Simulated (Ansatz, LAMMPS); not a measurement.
**Elastic response of glassy 81SiO2-7Na2O-7CaO-4ZnO (mol %) (78 atoms)**

Aim: relax glassy 81SiO2-7Na2O-7CaO-4ZnO (mol %) (78 atoms), then change its volume and shape to read moduli from the stress.

Calculated with Ansatz 0.2.0; Kohn-Sham DFT, PBEsol, PAW (set soft_2), plane waves.

## Step 1: The starting structure

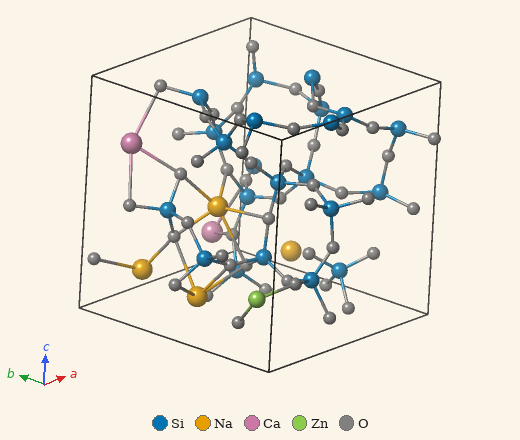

The cell as given, from a free direction (silicon blue, sodium orange, calcium pink, zinc green, oxygen grey). Bonds to atoms that aren't drawn are left out. Some periodic images of atoms are drawn too.

The cell holds 78 atoms: 22 Si, 4 Na, 2 Ca, 1 Zn and 49 O. Cell: a = 10.098 Å, b = 10.098 Å, c = 10.098 Å, α = 90.0°, β = 90.0°, γ = 90.0°. 78 atoms (22 Si, 4 Na, 2 Ca, 1 Zn, 49 O) placed at random at 2.4 g/cm³, melted at 4000 K for 10 ps at fixed volume with the Morse and Coulomb pair potential with partial charges (Pedone, Malavasi, Menziani, Cormack and Segre, J. Phys. Chem. B 110, 11780 (2006)). Quenched from 4000 K to 300 K at 300 K/ps and fixed volume, held 10 ps at zero pressure.

Limits known from the start: The quench rate of 300 K/ps is orders of magnitude faster than experiment, which tends to freeze in extra defects. The network of bonds at the start is that of the classical potential that made the cell, and needn't be the one that DFT or experiment would give. Sampling is at Γ alone.

## Step 2: Single point at the start

A single point comes first, to see the forces before anything moves.

The input, input.yaml:

```yaml
crystal:
  lattice:
    - [10.09849, 0.0, 0.0]
    - [0.0, 10.09849, 0.0]
    - [0.0, 0.0, 10.09849]
  atoms:
    - { symbol: Si, position: [0.44751, 0.42072, 0.26714] }
    - { symbol: Si, position: [0.4168, 0.76974, 0.86724] }
    - { symbol: Si, position: [0.40168, 0.13058, 0.26076] }
    - { symbol: Si, position: [0.40541, 0.07587, 0.95321] }
    - { symbol: Si, position: [0.99493, 0.93883, 0.37919] }
    - { symbol: Si, position: [0.16587, 0.27987, 0.96407] }
    - { symbol: Si, position: [0.96173, 0.25152, 0.46629] }
    - { symbol: Si, position: [0.50585, 0.41372, 0.57659] }
    - { symbol: Si, position: [0.72761, 0.74781, 0.36737] }
    - { symbol: Si, position: [0.7667, 0.47847, 0.94382] }
    - { symbol: Si, position: [0.66125, 0.21502, 0.88292] }
    - { symbol: Si, position: [0.58421, 0.66542, 0.10901] }
    - { symbol: Si, position: [0.48166, 0.11399, 0.55288] }
    - { symbol: Si, position: [0.26512, 0.51179, 0.78241] }
    - { symbol: Si, position: [0.77448, 0.28824, 0.16477] }
    - { symbol: Si, position: [0.215, 0.7426, 0.43875] }
    - { symbol: Si, position: [0.9019, 0.87863, 0.79237] }
    - { symbol: Si, position: [0.62337, 0.8548, 0.64285] }
    - { symbol: Si, position: [0.13203, 0.47176, 0.32581] }
    - { symbol: Si, position: [0.97607, 0.59119, 0.72635] }
    - { symbol: Si, position: [0.78198, 0.49358, 0.50705] }
    - { symbol: Si, position: [0.95493, 0.16992, 0.76314] }
    - { symbol: Na, position: [0.96211, 0.6953, 0.08882] }
    - { symbol: Na, position: [0.25672, 0.59938, 0.09543] }
    - { symbol: Na, position: [0.45774, 0.68064, 0.41011] }
    - { symbol: Na, position: [0.25991, 0.89411, 0.1302] }
    - { symbol: Ca, position: [0.80857, 0.98523, 0.12891] }
    - { symbol: Ca, position: [0.20423, 0.94118, 0.6736] }
    - { symbol: Zn, position: [0.08115, 0.14853, 0.2528] }
    - { symbol: O, position: [0.53956, 0.25833, 0.5992] }
    - { symbol: O, position: [0.12342, 0.27227, 0.10782] }
    - { symbol: O, position: [0.43372, 0.05048, 0.11136] }
    - { symbol: O, position: [0.84537, 0.85597, 0.37715] }
    - { symbol: O, position: [0.09388, 0.84384, 0.46126] }
    - { symbol: O, position: [0.87218, 0.88071, 0.94031] }
    - { symbol: O, position: [0.84052, 0.35256, 0.46488] }
    - { symbol: O, position: [0.28618, 0.75978, 0.30304] }
    - { symbol: O, position: [0.65909, 0.75888, 0.2174] }
    - { symbol: O, position: [0.75741, 0.60242, 0.39369] }
    - { symbol: O, position: [0.48969, 0.09895, 0.38774] }
    - { symbol: O, position: [0.48585, 0.73465, 0.00546] }
    - { symbol: O, position: [0.97179, 0.08284, 0.43902] }
    - { symbol: O, position: [0.79538, 0.17428, 0.8064] }
    - { symbol: O, position: [0.89608, 0.55488, 0.59941] }
    - { symbol: O, position: [0.25465, 0.09388, 0.29049] }
    - { symbol: O, position: [0.24345, 0.4164, 0.912] }
    - { symbol: O, position: [0.33722, 0.1021, 0.6106] }
    - { symbol: O, position: [0.57753, 0.00166, 0.60364] }
    - { symbol: O, position: [0.64003, 0.48815, 0.59411] }
    - { symbol: O, position: [0.04158, 0.54354, 0.21569] }
    - { symbol: O, position: [0.65528, 0.37523, 0.87936] }
    - { symbol: O, position: [0.38097, 0.45961, 0.67878] }
    - { symbol: O, position: [0.07232, 0.33352, 0.3911] }
    - { symbol: O, position: [0.62794, 0.78111, 0.49886] }
    - { symbol: O, position: [0.04006, 0.23461, 0.87175] }
    - { symbol: O, position: [0.28401, 0.17058, 0.92999] }
    - { symbol: O, position: [0.50068, 0.552, 0.18341] }
    - { symbol: O, position: [0.28028, 0.45666, 0.26479] }
    - { symbol: O, position: [0.53738, 0.12291, 0.87595] }
    - { symbol: O, position: [0.15596, 0.58844, 0.44222] }
    - { symbol: O, position: [0.98102, 0.23524, 0.62213] }
    - { symbol: O, position: [0.99093, 0.00995, 0.75552] }
    - { symbol: O, position: [0.0187, 0.95242, 0.22013] }
    - { symbol: O, position: [0.34684, 0.92192, 0.89119] }
    - { symbol: O, position: [0.31633, 0.65418, 0.84016] }
    - { symbol: O, position: [0.11808, 0.52569, 0.73341] }
    - { symbol: O, position: [0.99584, 0.74631, 0.76374] }
    - { symbol: O, position: [0.66091, 0.35933, 0.24626] }
    - { symbol: O, position: [0.8738, 0.19703, 0.2396] }
    - { symbol: O, position: [0.46851, 0.4227, 0.42797] }
    - { symbol: O, position: [0.8289, 0.39906, 0.05821] }
    - { symbol: O, position: [0.71455, 0.18353, 0.04687] }
    - { symbol: O, position: [0.31212, 0.7646, 0.56395] }
    - { symbol: O, position: [0.76905, 0.85807, 0.70673] }
    - { symbol: O, position: [0.5302, 0.79046, 0.7587] }
    - { symbol: O, position: [0.8768, 0.53077, 0.84654] }
    - { symbol: O, position: [0.42488, 0.27102, 0.21153] }
    - { symbol: O, position: [0.69837, 0.60473, 0.01362] }
kpoints:
  mp_grid: { grid: [1, 1, 1] }
hamiltonian:
  xc: pbesol
scf:
  occupations: { method: fixed }
output:
  forces: true
```

Launch:

```
> ansatz run input.yaml --threads 4 --pin off --max-ram 8192MiB --backend cpu --events-out ev --progress --plain --runs-dir out
```

Numbers of over 12 decimals in the logs are rounded to 6 here.

Output:

```text
[...]
Pseudopotentials: kind: paw
Pseudopotential: Si, paw, valence charge 4, recommended cutoff 420 eV (normal), Si.paw.azcp
Pseudopotential: Na, paw, valence charge 9, recommended cutoff 420 eV (normal), Na.paw.azcp
Pseudopotential: Ca, paw, valence charge 10, recommended cutoff 420 eV (normal), Ca.paw.azcp
Pseudopotential: Zn, paw, valence charge 12, recommended cutoff 420 eV (normal), Zn.paw.azcp
Pseudopotential: O, paw, valence charge 6, recommended cutoff 420 eV (normal), O.paw.azcp
[...]
Crystal: 78 atoms, lattice volume = 1029.839 Å³
Basis set: ecut = 420 eV, 20005 PW (Γ), exchange–correlation on 144×144×144 points (8 copies of the dense FFT grid, shifted against one another)
Bands: 303, of which v1, the nominal top of the filled ones, is band 225 counted from 1 (224 counted from 0)
Symmetry: 1 space group operations
Space group: P1 (ITA 1), of the structure as read, at distance tolerance 1.0e-4 Å
k-points: 1
[...]
Initial density: superposition of atomic densities (neutral atoms: chi_scale 0, normalization atom), corrected by the library's trained network
Initial wavefunctions: pseudopotential atomic-orbital guess
[...]
SCF iter   1: F=—  HF=-54001.686202 eV  |F-HF|=—  |Δ(HF+E_count)|=         —  Δρ=1.17e-2  dr2=1.14e0  ethr=1.77e-3  ⟨swp⟩=5.0  Hψ=1087  notcnv=0  defer=76
preconditioner: auto → Resta (q_TF=auto, 2.377 Å⁻¹)  ε∞=3.1  [insulator: Δε(μ)=2.371 eV  Ē_g=16.707 eV  n_scr=250 (ndim 8)  ℏωp=24.2 eV  f_vac=0.144  ε∞_Penn≈3.1]
SCF iter   2: F=—  HF=-54001.367190 eV  |F-HF|=—  |Δ(HF+E_count)|=   3.19e-1  Δρ=2.10e-3  dr2=4.57e-2  ethr=2.53e-4  ⟨swp⟩=2.0  Hψ=475  notcnv=0  defer=76
SCF iter   3: F=—  HF=-54001.362141 eV  |F-HF|=—  |Δ(HF+E_count)|=   5.05e-3  Δρ=9.81e-4  dr2=1.64e-2  ethr=1.02e-5  ⟨swp⟩=3.0  Hψ=396  notcnv=0  defer=65
automatic band count: iteration 3 solves 292 bands in place of 303: the levels show a gap, and the empty bands left out lie too high to hold charge; the band table lists the bands solved (type scf.n_extra_bands for more)
SCF iter   4: F=—  HF=-54001.362408 eV  |F-HF|=—  |Δ(HF+E_count)|=   2.68e-4  Δρ=9.88e-4  dr2=9.98e-3  ethr=3.64e-6  ⟨swp⟩=3.0  Hψ=396  notcnv=0  defer=65
SCF iter   5: F=—  HF=-54001.360478 eV  |F-HF|=—  |Δ(HF+E_count)|=   1.93e-3  Δρ=1.78e-4  dr2=5.70e-4  ethr=2.22e-6  ⟨swp⟩=2.0  Hψ=395  notcnv=0  defer=65
[...]
SCF iter   9: F=—  HF=-54001.361829 eV  |F-HF|=—  |Δ(HF+E_count)|=   2.57e-6  Δρ=6.20e-6  dr2=4.42e-7  ethr=4.47e-10  ⟨swp⟩=2.0  Hψ=448  notcnv=0  defer=65
SCF iter  10: F=-54001.361830 eV  HF=-54001.361830 eV  |F-HF|=1.03e-7  |Δ(HF+E_count)|=   6.21e-7  Δρ=2.20e-6  dr2=6.47e-8  ethr=2.22e-11  ⟨swp⟩=4.0  Hψ=902  notcnv=0
SCF 1 converged in 10 iterations: F = -54001.361830 eV  dr2 = 6.47e-8
[...]
SCF converged after 10 iterations
Free energy (F): -54001.361830 eV
Harris-Foulkes:  -54001.361830 eV  (|F-HF|=1.03e-7)
Internal energy: -54001.361830 eV  (E = F + TS)
E sigma→0 (E₀):  -54001.361830 eV
Fermi energy:    4.846913 eV
--- Per-component energies (eV) ---
[...]
Σ components = -54001.361830   (vs F -54001.361830, Δ=0.00e0)
--- Forces (eV/Å), atoms counted from 1 ---
  atom   1  Si    -0.25868268    -1.81179869     0.15227335
  atom   2  Si     1.53874173     2.50991783    -0.69339275
  atom   3  Si    -1.07490246    -2.49317897    -0.33476805
  atom   4  Si    -0.38907168    -1.01886174     0.90289192
[...]
atom  78  O     -0.58009546     1.26693360     0.22713542
  max |Σ_I F_I| component: 1.16e-4 eV/Å
```

It took 11 s on 4 threads of Intel Xeon Platinum 8488C (Sapphire Rapids), shared host; peak memory 1.3 GiB.

The r.m.s. force at the start is 1.3 eV/Å.

## Step 3: Cell and atoms relaxed

Cell and atoms are freed together, to release stress as well as forces.

The input, input.yaml:

```yaml
crystal:
  lattice:
    - [10.09849, 0.0, 0.0]
    - [0.0, 10.09849, 0.0]
    - [0.0, 0.0, 10.09849]
  atoms:
    [... the 78 atom lines of step 2 ...]
kpoints:
  mp_grid: { grid: [1, 1, 1] }
hamiltonian:
  xc: pbesol
scf:
  occupations: { method: fixed }
output:
  forces: true
relax:
  f_tol: 0.05
  max_steps: 150
  cell: {}
```

Output:

```text
[...]
Crystal: 78 atoms, lattice volume = 1029.839 Å³
Basis set: ecut = 420 eV, 20005 PW (Γ), exchange–correlation on 144×144×144 points (8 copies of the dense FFT grid, shifted against one another)
Bands: 303, of which v1, the nominal top of the filled ones, is band 225 counted from 1 (224 counted from 0)
Symmetry: 1 space group operations
[...]
k-points: 1
[...]
SCF iter   1: F=—  HF=-54001.686202 eV  |F-HF|=—  |Δ(HF+E_count)|=         —  Δρ=1.17e-2  dr2=1.14e0  ethr=1.77e-3  ⟨swp⟩=5.0  Hψ=1087  notcnv=0  defer=76
[...]
SCF iter   5: F=—  HF=-54001.360472 eV  |F-HF|=—  |Δ(HF+E_count)|=   1.92e-3  Δρ=1.78e-4  dr2=5.70e-4  ethr=2.22e-6  ⟨swp⟩=2.0  Hψ=395  notcnv=0  defer=65
[...]
SCF iter   9: F=—  HF=-54001.361829 eV  |F-HF|=—  |Δ(HF+E_count)|=   2.57e-6  Δρ=6.20e-6  dr2=4.42e-7  ethr=4.46e-10  ⟨swp⟩=2.0  Hψ=448  notcnv=0  defer=65
SCF iter  10: F=-54001.361830 eV  HF=-54001.361830 eV  |F-HF|=1.03e-7  |Δ(HF+E_count)|=   6.21e-7  Δρ=2.19e-6  dr2=6.46e-8  ethr=2.22e-11  ⟨swp⟩=4.0  Hψ=902  notcnv=0
SCF 1 converged in 10 iterations: F = -54001.361830 eV  dr2 = 6.46e-8
[...]
relax step   1: F+E_penalty+E_count = -54001.36183006 eV  Δ(F+E_penalty+E_count) = +0.000e0 eV  max|allowed force component| = 4.227e0 eV/Å  Δτ_max = 0.0000 Å  P = +1.920 GPa  Ω = 1029.839 Å³  (10 SCF iters, dr2 threshold 1.00e-7 eV, accepted)
[... from here on, the SCF cycles and remarks between the steps are left out ...]
relax step   2: F+E_penalty+E_count = -54004.91824118 eV  Δ(F+E_penalty+E_count) = -3.556e0 eV  max|allowed force component| = 2.638e0 eV/Å  Δτ_max = 0.1949 Å  P = +1.304 GPa  Ω = 1026.928 Å³  energy of the carried Pulay correction = +1.140e-2 eV  (8 SCF iters, dr2 threshold 7.80e-6 eV, accepted)
relax step   3: F+E_penalty+E_count = -54007.07018121 eV  Δ(F+E_penalty+E_count) = -2.152e0 eV  max|allowed force component| = 9.070e-1 eV/Å  Δτ_max = 0.1955 Å  P = +0.079 GPa  Ω = 1025.764 Å³  energy of the carried Pulay correction = +1.596e-2 eV  (8 SCF iters, dr2 threshold 7.80e-6 eV, accepted)
relax step   4: F+E_penalty+E_count = -54007.77363116 eV  Δ(F+E_penalty+E_count) = -7.034e-1 eV  max|allowed force component| = 6.295e-1 eV/Å  Δτ_max = 0.2000 Å  P = +0.176 GPa  Ω = 1021.427 Å³  energy of the carried Pulay correction = +3.302e-2 eV  (8 SCF iters, dr2 threshold 7.80e-6 eV, accepted)
relax step   5: F+E_penalty+E_count = -54008.03016977 eV  Δ(F+E_penalty+E_count) = -2.565e-1 eV  max|allowed force component| = 5.166e-1 eV/Å  Δτ_max = 0.1606 Å  P = -0.258 GPa  Ω = 1018.731 Å³  energy of the carried Pulay correction = +4.366e-2 eV  (7 SCF iters, dr2 threshold 7.80e-6 eV, accepted)
relax step   6: F+E_penalty+E_count = -54008.16680806 eV  Δ(F+E_penalty+E_count) = -1.366e-1 eV  max|allowed force component| = 2.823e-1 eV/Å  Δτ_max = 0.0613 Å  P = -0.091 GPa  Ω = 1017.003 Å³  energy of the carried Pulay correction = +5.050e-2 eV  (7 SCF iters, dr2 threshold 7.80e-6 eV, accepted)
relax step   7: F+E_penalty+E_count = -54008.30121205 eV  Δ(F+E_penalty+E_count) = -1.344e-1 eV  max|allowed force component| = 4.322e-1 eV/Å  Δτ_max = 0.2000 Å  P = +0.089 GPa  Ω = 1016.691 Å³  energy of the carried Pulay correction = +5.173e-2 eV  (8 SCF iters, dr2 threshold 4.98e-6 eV, accepted)
relax step   8: F+E_penalty+E_count = -54008.39873431 eV  Δ(F+E_penalty+E_count) = -9.752e-2 eV  max|allowed force component| = 3.527e-1 eV/Å  Δτ_max = 0.0545 Å  P = +0.035 GPa  Ω = 1017.364 Å³  energy of the carried Pulay correction = +4.907e-2 eV  (7 SCF iters, dr2 threshold 7.80e-6 eV, accepted)
relax step   9: F+E_penalty+E_count = -54008.57012594 eV  Δ(F+E_penalty+E_count) = -1.714e-1 eV  max|allowed force component| = 4.013e-1 eV/Å  Δτ_max = 0.1743 Å  P = -0.239 GPa  Ω = 1019.390 Å³  energy of the carried Pulay correction = +4.106e-2 eV  (8 SCF iters, dr2 threshold 7.77e-6 eV, accepted)
relax step  10: F+E_penalty+E_count = -54008.65240187 eV  Δ(F+E_penalty+E_count) = -8.228e-2 eV  max|allowed force component| = 8.474e-1 eV/Å  Δτ_max = 0.1187 Å  P = +0.279 GPa  Ω = 1018.576 Å³  energy of the carried Pulay correction = +4.427e-2 eV  (8 SCF iters, dr2 threshold 7.80e-6 eV, accepted)
relax step  11: F+E_penalty+E_count = -54008.82636790 eV  Δ(F+E_penalty+E_count) = -1.740e-1 eV  max|allowed force component| = 4.677e-1 eV/Å  Δτ_max = 0.0614 Å  P = +0.238 GPa  Ω = 1019.278 Å³  energy of the carried Pulay correction = +4.150e-2 eV  (7 SCF iters, dr2 threshold 7.80e-6 eV, accepted)
relax step  12: F+E_penalty+E_count = -54009.03528922 eV  Δ(F+E_penalty+E_count) = -2.089e-1 eV  max|allowed force component| = 5.228e-1 eV/Å  Δτ_max = 0.1833 Å  P = -0.972 GPa  Ω = 1024.310 Å³  energy of the carried Pulay correction = +2.167e-2 eV  (8 SCF iters, dr2 threshold 7.80e-6 eV, accepted)
[...]
relax step  17: F+E_penalty+E_count = -54009.95234942 eV  Δ(F+E_penalty+E_count) = -1.078e-1 eV  max|allowed force component| = 6.139e-1 eV/Å  Δτ_max = 0.1952 Å  P = +0.039 GPa  Ω = 1002.545 Å³  energy of the carried Pulay correction = +1.081e-1 eV  (7 SCF iters, dr2 threshold 4.72e-6 eV, accepted)
relax step  18: F+E_penalty+E_count = -54010.02606737 eV  Δ(F+E_penalty+E_count) = -7.372e-2 eV  max|allowed force component| = 4.983e-1 eV/Å  Δτ_max = 0.1926 Å  P = +0.119 GPa  Ω = 1000.412 Å³  energy of the carried Pulay correction = +1.167e-1 eV  (7 SCF iters, dr2 threshold 7.80e-6 eV, accepted)
relax step  19: F+E_penalty+E_count = -54009.88407099 eV  Δ(F+E_penalty+E_count) = +1.420e-1 eV  max|allowed force component| = 9.430e-1 eV/Å  Δτ_max = 0.2000 Å  P = +0.020 GPa  Ω = 1005.357 Å³  energy of the carried Pulay correction = +9.686e-2 eV  (8 SCF iters, dr2 threshold 7.80e-6 eV, rejected (line search))
relax step  20: F+E_penalty+E_count = -54010.10072274 eV  Δ(F+E_penalty+E_count) = -7.466e-2 eV  max|allowed force component| = 1.362e-1 eV/Å  Δτ_max = 0.0785 Å  P = +0.082 GPa  Ω = 1003.430 Å³  energy of the carried Pulay correction = +1.046e-1 eV  (12 SCF iters, accepted)
relax step  21: F+E_penalty+E_count = -54010.09136685 eV  Δ(F+E_penalty+E_count) = +9.356e-3 eV  max|allowed force component| = 4.150e-1 eV/Å  Δτ_max = 0.1000 Å  P = +0.064 GPa  Ω = 1003.781 Å³  energy of the carried Pulay correction = +1.032e-1 eV  (8 SCF iters, dr2 threshold 1.16e-6 eV, rejected (line search))
relax step  22: F+E_penalty+E_count = -54010.11647821 eV  Δ(F+E_penalty+E_count) = -1.576e-2 eV  max|allowed force component| = 7.324e-2 eV/Å  Δτ_max = 0.0449 Å  P = -0.046 GPa  Ω = 1004.323 Å³  energy of the carried Pulay correction = +1.010e-1 eV  (12 SCF iters, accepted)
relax step  23: F+E_penalty+E_count = -54010.12699363 eV  Δ(F+E_penalty+E_count) = -1.052e-2 eV  max|allowed force component| = 1.203e-1 eV/Å  Δτ_max = 0.0500 Å  P = +0.097 GPa  Ω = 1001.290 Å³  energy of the carried Pulay correction = +1.132e-1 eV  (8 SCF iters, dr2 threshold 3.35e-7 eV, rejected (line search))
relax step  24: F+E_penalty+E_count = -54010.12472434 eV  Δ(F+E_penalty+E_count) = -8.246e-3 eV  max|allowed force component| = 3.843e-2 eV/Å  Δτ_max = 0.0242 Å  P = -0.002 GPa  Ω = 1003.496 Å³  energy of the carried Pulay correction = +1.043e-1 eV  (11 SCF iters, accepted)
relax step  25: F+E_penalty+E_count = -54010.13389763 eV  Δ(F+E_penalty+E_count) = -9.173e-3 eV  max|allowed force component| = 3.844e-2 eV/Å  Δτ_max = 0.0000 Å  P = -0.052 GPa  Ω = 1003.496 Å³  stress off target by 3.43e-1 GPa  SCF on the basis re-selected at this cell (its energy is not comparable with the rows above)  (7 SCF iters)
relax step  26: F+E_penalty+E_count = -54010.14552428 eV  Δ(F+E_penalty+E_count) = -1.163e-2 eV  max|allowed force component| = 8.138e-2 eV/Å  Δτ_max = 0.0250 Å  P = +0.044 GPa  Ω = 1001.859 Å³  energy of the carried Pulay correction = +6.294e-3 eV  (8 SCF iters, dr2 threshold 2.94e-7 eV, accepted)
relax step  27: F+E_penalty+E_count = -54010.14705882 eV  Δ(F+E_penalty+E_count) = -1.535e-3 eV  max|allowed force component| = 4.304e-2 eV/Å  Δτ_max = 0.0164 Å  P = -0.001 GPa  Ω = 1002.078 Å³  energy of the carried Pulay correction = +5.510e-3 eV  (7 SCF iters, dr2 threshold 4.14e-7 eV, accepted)
relax step  28: F+E_penalty+E_count = -54010.14665899 eV  Δ(F+E_penalty+E_count) = +3.998e-4 eV  max|allowed force component| = 7.124e-2 eV/Å  Δτ_max = 0.0239 Å  P = -0.016 GPa  Ω = 1002.183 Å³  energy of the carried Pulay correction = +5.105e-3 eV  (9 SCF iters, dr2 threshold 1.28e-8 eV, accepted)
relax step  29: F+E_penalty+E_count = -54010.14853077 eV  Δ(F+E_penalty+E_count) = -1.872e-3 eV  max|allowed force component| = 1.128e-2 eV/Å  Δτ_max = 0.0147 Å  P = +0.002 GPa  Ω = 1002.037 Å³  energy of the carried Pulay correction = +5.663e-3 eV  (6 SCF iters, dr2 threshold 3.17e-7 eV, accepted)
relax step  30: F+E_penalty+E_count = -54010.14580817 eV  Δ(F+E_penalty+E_count) = +2.723e-3 eV  max|allowed force component| = 1.116e-2 eV/Å  Δτ_max = 0.0000 Å  P = -0.005 GPa  Ω = 1002.037 Å³  stress off target by 4.07e-2 GPa  SCF on the basis re-selected at this cell (its energy is not comparable with the rows above)  (7 SCF iters)
basis re-selected at this cell: Δ(F+E_penalty+E_count) = +2.723e-3 eV, ΔP = -0.007 GPa vs the last step (what re-selecting the basis moved, of the pressure what is left beyond the Pulay correction that the steps carried, after the strain that the cell walked since its last selection, [...]
SCF converged after 7 iterations
Free energy (F): -54010.145808 eV
[...]
Internal energy: -54010.145808 eV  (E = F + TS)
E sigma→0 (E₀):  -54010.145808 eV
Fermi energy:    4.662577 eV
[...]
Σ components = -54010.145808   (vs F -54010.145808, Δ=0.00e0)
--- Forces (eV/Å), atoms counted from 1 ---
  atom   1  Si     0.00887503    -0.00212794     0.00000229
  atom   2  Si     0.00766623    -0.00482262     0.00313540
  atom   3  Si     0.01001985     0.00002164    -0.00623749
  atom   4  Si     0.00937599    -0.00454341    -0.00266384
[...]
atom  78  O      0.00341154    -0.00031396    -0.00280776
  max |Σ_I F_I| component: 2.22e-5 eV/Å
--- Stress (GPa, compression-positive) ---
        0.011994      -0.015707       0.025231
       -0.015707      -0.004068       0.004820
        0.025230       0.004821      -0.023852
  P = ⅓ Tr σ = -0.0053 GPa (-0.053 kbar)
--- Relaxed structure (28 steps of the walk, 25 accepted, 2 SCFs on fresh bases) ---
  F+E_penalty+E_count = -54010.14580817 eV   max|allowed force component| = 1.116e-2 eV/Å   (the final SCF, on the basis selected at the relaxed cell)
  cell:  # Å, volume = 1002.0368 Å³
    - [10.181944, -0.237260, 0.315529]
    - [-0.237260, 10.057037, 0.145092]
    - [0.315529, 0.145092, 9.802969]
  atoms:
    - { symbol: Si, position: [0.440449, 0.411827, 0.270134] }
    - { symbol: Si, position: [0.436010, 0.778422, 0.871419] }
    - { symbol: Si, position: [0.408922, 0.112567, 0.267057] }
    - { symbol: Si, position: [0.414440, 0.064977, 0.959925] }
[...]
- { symbol: O, position: [0.723234, 0.603897, 0.034296] }
```

It took 3.2 min on 4 threads; peak memory 1.3 GiB; 11 min of CPU time.

The relaxation converged after 28 steps, with a largest force component of 0.011 eV/Å.

[end of part 1 of 4]

[Logs are printed without paths, hosts, clocks, repeated set-up lines and the standing remarks that a program may print on its own settings, such as how far it seeks lower states.]

[Hosts, paths, dates, database ids (printed as entryN), source tags and the programs' standing remarks are cut or masked in the printed files.]
